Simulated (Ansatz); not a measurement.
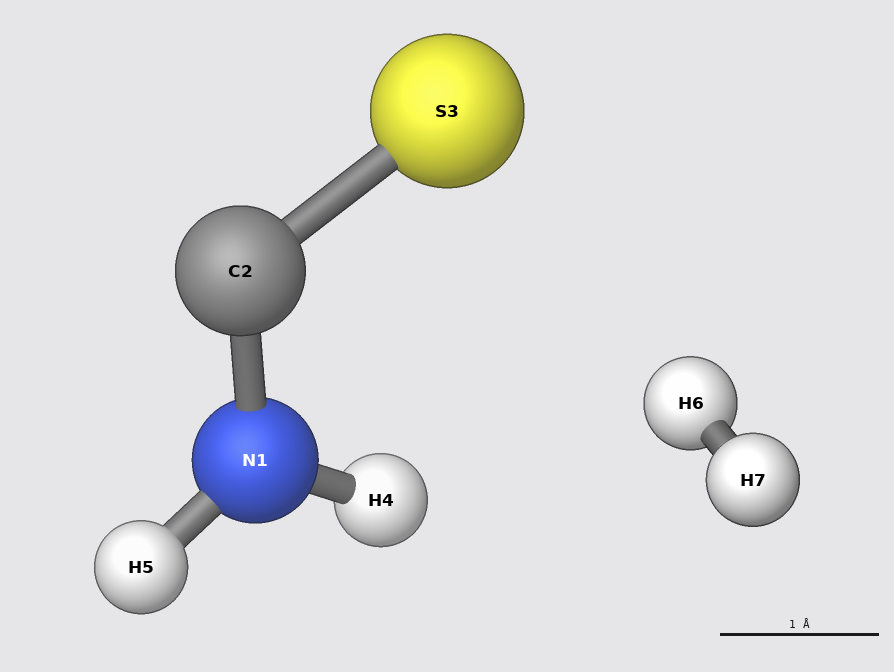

The atoms are numbered. The species has charge −1 and is a spin singlet. Computed geometry: PBE0-D4/def2-TZVPD optimisation. No frequency run is at hand to confirm it as a minimum.

Give the bond lengths.

| bond | length (Å) |
| --- | --- |
| N1–C2 | 1.341 |
| N1–H4 | 1.026 |
| N1–H5 | 1.006 |
| C2–S3 | 1.698 |
| H6–H7 | 0.755 |
